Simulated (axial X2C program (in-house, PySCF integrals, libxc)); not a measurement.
# SbSe: relativistic diatomic calculation

System: SbSe. The reference is closed-shell SbSe⁻; the roots are the vertical energies to take an electron from it, which leaves states of SbSe. The distance is the PBE0 minimum at charge −1.
Method: EOM-IP-CCSD, two-component X2C with atomic mean-field Coulomb and Gaunt terms, Sb dyall-acv3z, Se dyall-acv3z (cores contracted) (axial X2C program (in-house, PySCF integrals, libxc)).

Key numbers:

```tsv
quantity	value
outcome	converged
HF energy of the reference SbSe⁻	−8902.70358 hartree
MP2 energy of the reference SbSe⁻	−8902.97237 hartree
CCSD energy of the reference SbSe⁻ (with the MP2 share of the virtual spinors left out of the coupled-cluster step)	−8902.99787 hartree
CCSD(T) energy of the reference SbSe⁻	−8903.01546 hartree
T1 diagnostic (spinor form; for a closed shell √2 times the usual value)	0.032
hardware	1 thread of Arm Neoverse N1, 54 GiB of memory available, shared host
wall time	19 s
peak memory	0.82 GiB
```

Input file:
```
{"zs": [51, 34], "q": 0, "bas": ["dyall-acv3z", "dyall-acv3z"], "r0": 2.4, "eom": "ip", "rq": -1, "thr": -1.0, "nmax": 95, "grid": [1, 0.96, 1.045, 0.92, 1.09, 1.15]}
```

The line is the task of a batch: nuclear charges, charge, bases, a first guess of the distance and further settings. This report covers the levels named above. The log is that of the reference distance 2.443 Å.

The run was one of a batch that the task file lists, launched with:
```bash
python <driver script> task.json out
```

Output:
```
two-component X2C + atomic mean field  HF
basis functions 258  fitting functions 1365  grid points 5802
iter        total energy     max residual
   1      -8898.296920025     5.79e+00
   2      -8902.674820204     4.57e-02
   3      -8902.696228969     2.09e-02
   4      -8902.703239060     2.43e-03
   5      -8902.703440916     9.69e-04
   6      -8902.703506970     5.60e-04
   7      -8902.703546043     4.64e-04
   8      -8902.703576213     1.76e-04
   9      -8902.703583376     3.89e-05
  10      -8902.703583677     1.53e-05
  11      -8902.703583720     4.45e-06
  12      -8902.703583724     3.00e-06
  13      -8902.703583725     1.37e-06
converged
one-electron -13038.67147730  Coulomb 4021.37478718  exact exchange -256.33732256  xc functional 0.00000000  nuclear repulsion 375.60101667  atomic mean-field constant -4.67058772
correlated 12  virtual 336  natural virtual 94  E(MP2) -0.268790144  MP2 remainder -0.012947620
iter   CCSD correlation   residual
   1     -0.268907771   1.59e-01
   2     -0.277352847   7.78e-02
   3     -0.280826337   4.54e-02
   4     -0.281061547   2.41e-02
   5     -0.281326210   1.12e-02
   6     -0.281338739   4.33e-03
   7     -0.281342426   1.65e-03
   8     -0.281349003   8.19e-04
   9     -0.281338892   3.95e-04
  10     -0.281340982   1.78e-04
  11     -0.281339918   6.97e-05
  12     -0.281340816   2.93e-05
  13     -0.281340838   1.18e-05
  14     -0.281340876   4.82e-06
  15     -0.281340909   2.14e-06
  16     -0.281340926   9.35e-07
(T) -0.01758412786790088  T1 0.0319  D1 0.0717  max T2 0.170
EOM-IP-CCSD roots
2*Omega      energy/Eh   energy/eV  one-particle weight
    1       0.06436109      1.7514      0.934
    1       0.14855497      4.0424      0.865
    1       0.16965476      4.6165      0.918
    1       0.22754106      6.1917      0.024
    3       0.12464236      3.3917      0.856
    3       0.16452720      4.4770      0.036
    3       0.24433822      6.6488      0.000
    5       0.20628204      5.6132      0.000
```

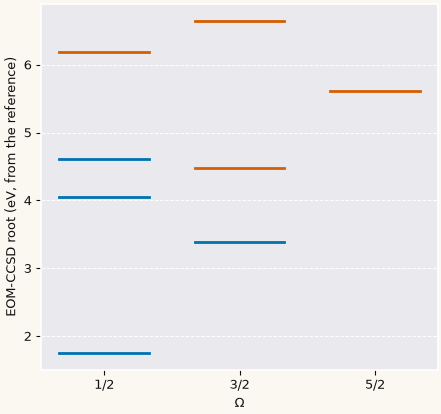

**Figure 1.** EOM-CCSD roots by Ω at 2.44 Å; roots whose one-particle weight is under 0.8 have the second colour. The lowest has Ω = 1/2 and lies at 1.751 eV, with one-particle weight 0.93. 4 of the 8 roots are less well described at this level.
